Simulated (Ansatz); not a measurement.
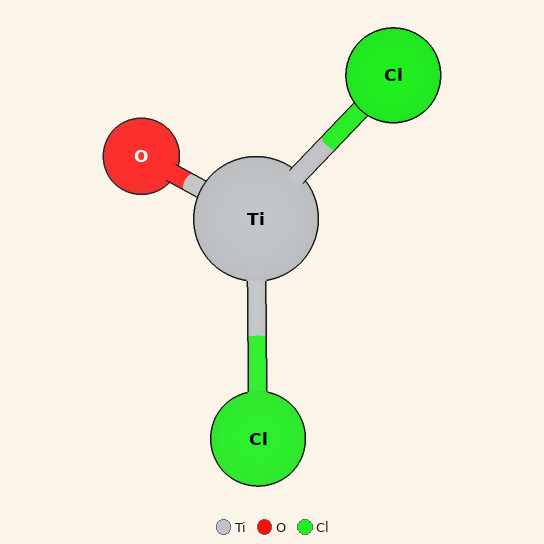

A ball-and-stick model of a molecule. Every bond is drawn as one stick, whatever its order.

The species is neutral and a spin singlet. Computed geometry: PBE0-D4/def2-TZVP optimisation.

Count the atoms of each element.

Answer. TiCl₂O, 4 atoms: 1 titanium, 2 chlorine and 1 oxygen.

Give the symmetry (Schoenflies symbol).

Answer. C2v.

Count the bonded pairs by element.

Answer. 2 Cl–Ti, 1 O–Ti. Sticks follow a distance rule.

The parts below concern this one geometry. Atoms keep their numbers from picture to picture.

## Shape

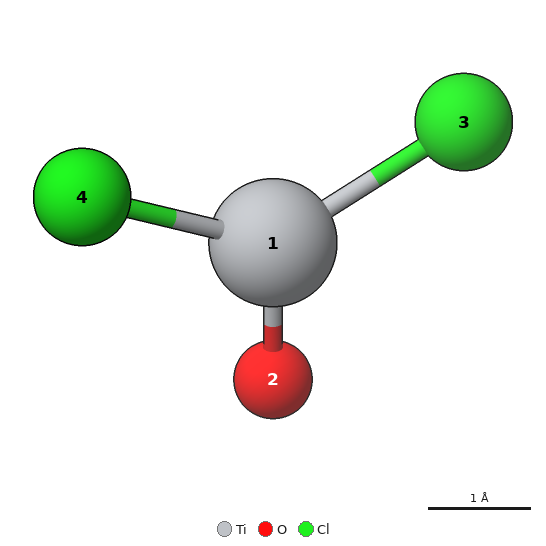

The atoms are numbered.

What is the geometry at Ti1?

Answer. Ti1 has 3 neighbours (O2 at 1.58, Cl3 at 2.22, Cl4 at 2.22 Å); the arrangement is trigonal planar.

## Electronic properties

Properties computed with RKS PBE0-D4/def2-TZVPP (Ansatz 0.2.0).

Estimate the HOMO energy (Kohn–Sham orbital).

Answer. −9.35 eV.

What is the HOMO–LUMO gap?

Answer. 5.43 eV.

## Dipole moment

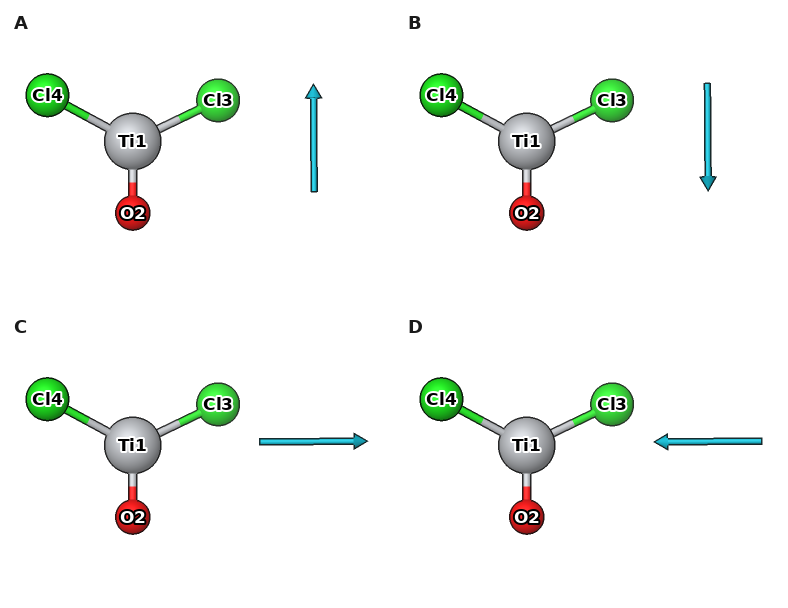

The same molecule four times, each with an arrow. Properties computed with RKS PBE0-D4/def2-TZVP (Ansatz 0.2.0).

Which arrow points along the dipole moment, from the negative to the positive end?

Answer. A. The dipole moment is 0.67 D; it points from the side of O2 to the side of Cl3, Cl4 (the outermost atoms at the two ends).

## Charges

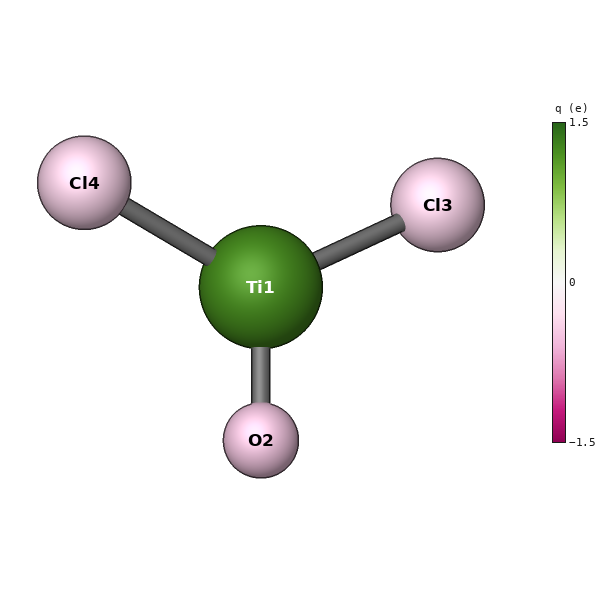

Atoms are coloured by their Mulliken charges. Properties computed with RKS PBE0-D4/def2-TZVP (Ansatz 0.2.0).

List the Mulliken charges.

| atom | value (e) |
| --- | --- |
| Ti1 | 1.24 |
| O2 | −0.46 |
| Cl3 | −0.39 |
| Cl4 | −0.39 |

## Vibrations

Harmonic vibrations computed with RKS PBE0-D4/def2-TZVP (Ansatz 0.2.0) at a stationary point of the same level.

How many vibrational modes are there, and where do they lie?

Answer. 6 modes: 30, 115, 218, 393, 527, 1116 cm⁻¹.

Mulliken values depend strongly on the basis set and can even reverse the polarity of a bond.
